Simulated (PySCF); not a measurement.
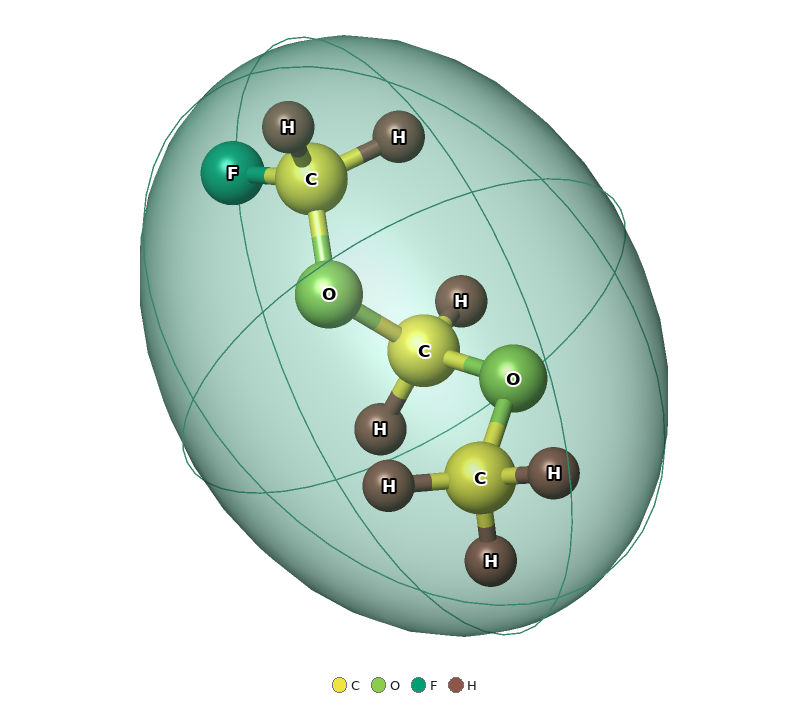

The ellipsoid shows the static dipole polarisability: its half-axes are proportional to the principal values. Geometry: a frame of a GFN2-xTB molecular-dynamics simulation, not a minimum. Computed with PBE0/def2-SVPD (PySCF 2.14.0).

**Give the principal values, the mean and the anisotropy.**

Principal values 46.5, 47.8, 62.1 bohr³; mean 52.1 bohr³ (7.73 Å³); anisotropy 15.0 bohr³, so the longest axis is 1.33 times the shortest.
